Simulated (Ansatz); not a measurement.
The parent structure is MgO in the rock salt structure (space group Fm-3m, No. 225; a = 4.159 Å).

Perturbation: every lattice vector is shortened by 1.50 %; the atoms relax in the strained cell.

All numbers come from LDA (Ansatz, a first-principles code, PAW, no spin-orbit coupling).

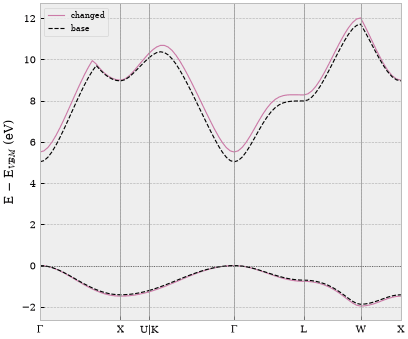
Fig. 1. Highest valence and lowest conduction band along the path, each from its own valence-band maximum

From the figure, how large is the changed gap, and is it direct?

About 5.5 eV, direct at Γ.

Stability against distortions was not tested.
